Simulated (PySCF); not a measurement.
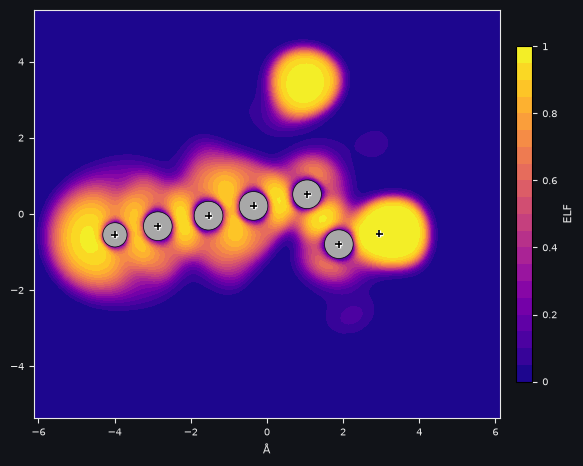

The electron localisation function on a plane through atoms (crosses mark nuclei in the plane; grey discs cover the cores).

These are results of PySCF 2.14.0, PBE0/pcSseg-1, SCF density, gas phase, non-relativistic, not measurements.

Candidates:
A. C6H9N3 (SMILES N#CC#CC(CN)CN)
B. C6H10
C. C5H12P2 (SMILES CP(CP)C1CC1)

Q: Which candidate gave the map?

A: Candidate A: C6H9N3 on the plane of atoms C4, C5 and C6, which holds N, C and H. C–N (1.15 Å): the ELF peaks at about 0.85 between the atoms; a multiple bond. C–C (1.21 Å): the ELF peaks at about 0.85 between the atoms (a short, multiple covalent bond).
